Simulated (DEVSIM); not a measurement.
System: Si/Ge n-p heterojunction, at 300 K.

| layer (left to right) | material | thickness (μm) | Nd (cm⁻³) | Na (cm⁻³) | τn (s) | τp (s) |
|---|---|---|---|---|---|---|
| 1 | Si | 0.0930 | 1.3e17 | - | 0.00018 | 0.00018 |
| 2 | Ge | 1.50 | - | 1.8e18 | 0.00018 | 0.00018 |

Left contact: ohmic. Right contact: ohmic. Voltage is applied to the left contact. Recombination: SRH at mid-gap, radiative. Mobility is μmin + (μ − μmin)/(1 + (N/Nref)^α).

The device is made up for the run: typed textbook-type constants, with dimensions and the other settings drawn at random. Values at 300 K.

| parameter | Si | Ge |
|---|---|---|
| gap (eV) | 1.124 | 0.664 |
| affinity (eV) | 4.05 | 4 |
| permittivity | 11.7 | 16 |
| Nc (cm⁻³) | 2.86e19 | 1.04e19 |
| Nv (cm⁻³) | 3.1e19 | 6e18 |
| μn (cm²/Vs) | 1417 | 3900 |
| μp (cm²/Vs) | 470 | 1900 |
| μn,min | 52 | 150 |
| μp,min | 45 | 100 |
| Nref,n | 9.7e16 | 2.6e17 |
| Nref,p | 2.2e17 | 4e17 |
| αn | 0.68 | 0.56 |
| αp | 0.72 | 0.6 |
| B (cm³/s) | 4.7e-15 | 6.4e-14 |

Simulated with DEVSIM: 1D drift-diffusion, Boltzmann statistics, complete ionisation; no tunnelling, impact ionisation, image-force lowering or self-heating. Band offsets follow the typed affinities; no thermionic-emission limit at abrupt steps, no polarisation charge.

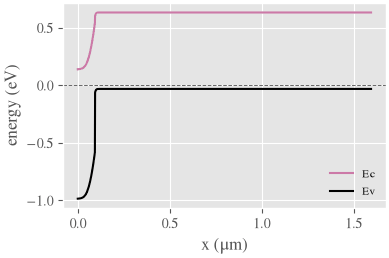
Band edges at zero bias

Energies count from the Fermi level of the right contact; mesh points crowd at the junctions.

```tsv
x (μm)	Ec (eV)	Ev (eV)	n (cm⁻³)	p (cm⁻³)	field (V/cm)
0.000	0.139	-0.985	1.3e17	890	1800
0.004268	0.140	-0.984	1.3e17	920	1900
0.01257	0.142	-0.982	1.2e17	990	3000
0.02680	0.150	-0.974	8.7e16	1300	8700
0.05964	0.243	-0.881	2.3e15	50000	56000
0.07678	0.369	-0.755	1.8e13	6500000	91000
0.08677	0.470	-0.654	3.7e11	3.2e8	110000
0.09298	0.542	-0.582	2.2e10	5.3e9	110000
0.09741	0.619	-0.045	4.1e8	1.1e18	36000
0.1059	0.631	-0.033	2.6e8	1.7e18	3900
0.1220	0.633	-0.031	2.4e8	1.8e18	44
0.1708	0.633	-0.031	2.4e8	1.8e18	≈ 0
0.2528	0.633	-0.031	2.4e8	1.8e18	≈ 0
0.4031	0.633	-0.031	2.4e8	1.8e18	≈ 0
0.8430	0.633	-0.031	2.4e8	1.8e18	≈ 0
1.203	0.633	-0.031	2.4e8	1.8e18	≈ 0
1.392	0.633	-0.031	2.4e8	1.8e18	≈ 0
1.494	0.633	-0.031	2.4e8	1.8e18	≈ 0
1.555	0.633	-0.031	2.4e8	1.8e18	≈ 0
1.576	0.633	-0.031	2.4e8	1.8e18	≈ 0
1.586	0.633	-0.031	2.4e8	1.8e18	≈ 0
1.593	0.633	-0.031	2.4e8	1.8e18	≈ 0
```
